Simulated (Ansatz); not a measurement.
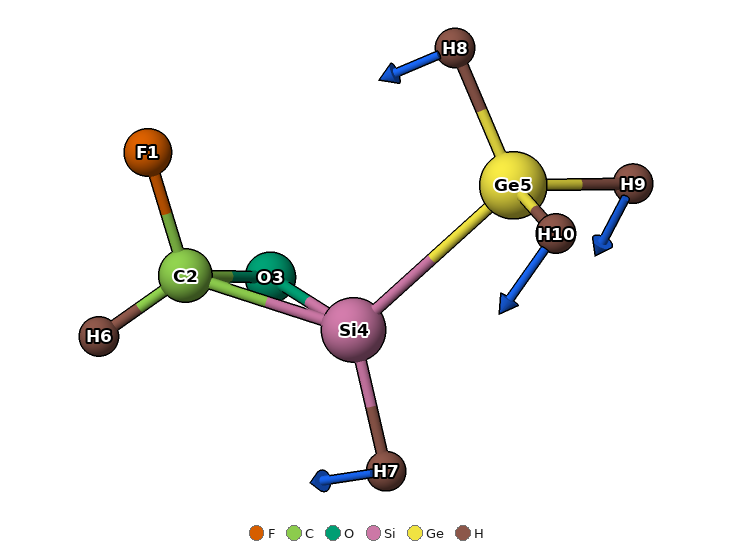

The arrows show one normal mode. Harmonic vibrations computed with RKS PBE0-D4/def2-TZVP (Ansatz 0.2.0) at a stationary point of the same level.

**What kind of motion is it?**

Mostly angle bending.

**At what wavenumber does it lie?**

769 cm⁻¹; it is mode 12 of 24 counted from the lowest.
